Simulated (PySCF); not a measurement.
**C₂H₈Si (dimethylsilane): density, localisation and related maps**

The calculation's input:

```
{"job": {"kind": "sp", "xc": "wB97X", "basis": "ma-def2-TZVP", "d3": "d3bj", "grid": 2}, "charge": 0, "multiplicity": 1}
C      1.477902     0.560197    -0.165351
Si     0.120770    -0.705880     0.141338
C     -1.585248     0.076109     0.014993
H      2.474585     0.100799    -0.080907
H      1.420076     1.383299     0.563901
H      1.387785     0.992589    -1.174100
H      0.294981    -1.307146     1.503083
H      0.237863    -1.815788    -0.858912
H     -2.377023    -0.672780     0.169200
H     -1.711816     0.865247     0.772525
H     -1.735622     0.529931    -0.977037
```

Command:

```sh
OMP_NUM_THREADS=1 python redox_run.py task.json out
```

Geometry: PBE0-D3(BJ)/def2-SVP.

Computed with PySCF 2.14.0, density-fitted response routines, DFT single point, gas phase, functional wB97X.

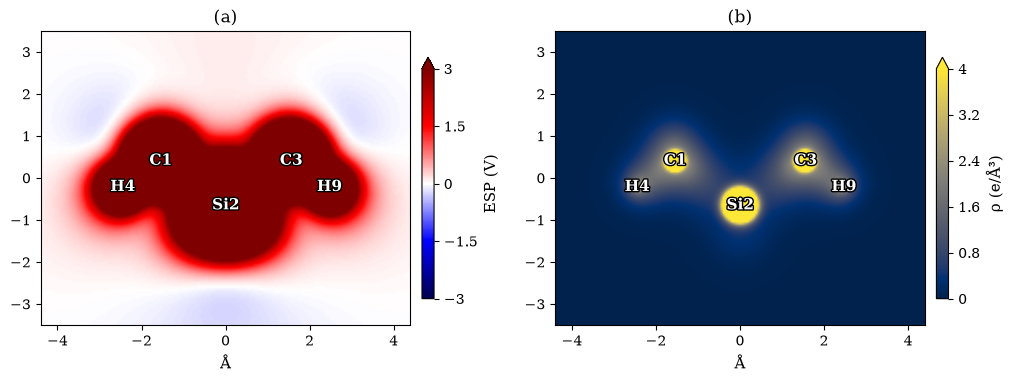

Figure 1. (a) molecular electrostatic potential; (b) electron density on the plane of atoms Si2, C3 and H9.

What does the map show?

Answer. The section cuts through C, Si and H sites.
C–Si (1.88 Å): ρ at the midpoint is about 0.96 e/Å³.
C–H (1.10 Å): ρ is about 1.9 e/Å³ halfway.
The potential has no marked negative region in this plane.

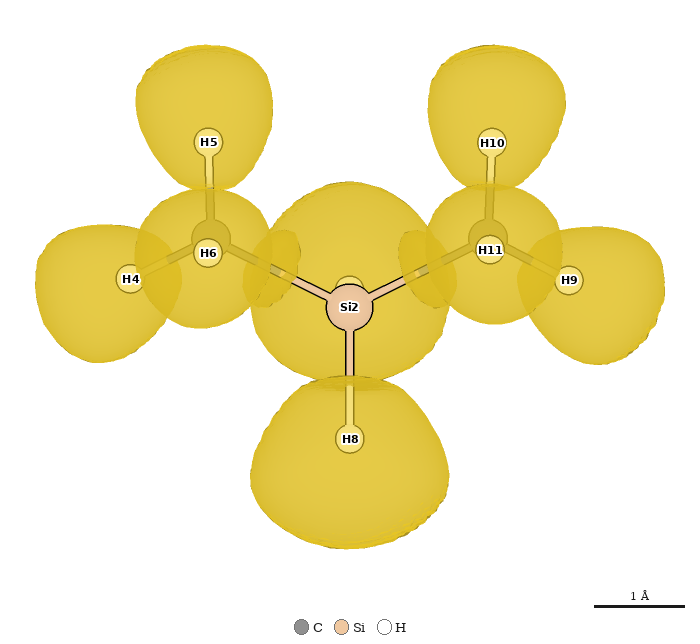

Figure 2. Isosurface of the ELF at 0.9 (yellow), seen at an oblique angle. Core shells and regions of very low density are left out.

Describe the localisation domains.

Answer. The ELF exceeds this value in two regions between bonded C–Si atoms (shared pairs) and eight regions around hydrogen nuclei. Profiles from the grid: C–Si (1.88 Å): the ELF peaks at about 0.95 between the atoms (localised, covalent bonding). C–H (1.10 Å): the ELF climbs to about 1 towards the hydrogen, as it does in any bond to H (an ordinary covalent bond to hydrogen).

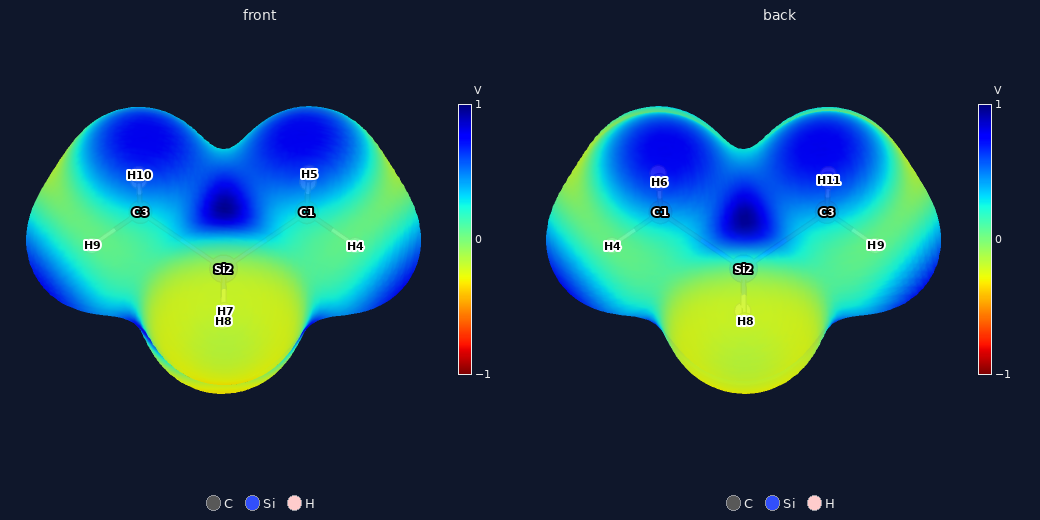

Figure 3. The electrostatic potential painted on the density surface at 0.002 e/bohr³, seen from the front and from behind; red is negative and blue positive.

Describe the electrostatic potential map.

Answer. The most negative region (about −0.3 V) lies over H7 and H8, the most positive (about +0.9 V) over Si2.
